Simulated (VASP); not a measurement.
Band structure of CdTe (space group F-43m). Calculation: PBE GGA, VASP's PBE PAW potentials (set 64) (plane waves; VASP).

Unless said otherwise, spin-orbit coupling is left out, though it shifts the bands of the heavy elements here.

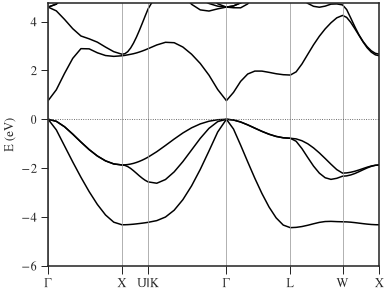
Figure: Bands along high-symmetry lines, zero at the valence-band maximum or, without a gap, the Fermi level

Question: Read the plot: is there a gap, and where are the band edges?

Answer: The gap is direct, 0.76 eV, from the valence maximum at Γ to the conduction minimum at Γ.

The structure is a typed CdTe crystal (F-43m). The cell was not relaxed at this level.
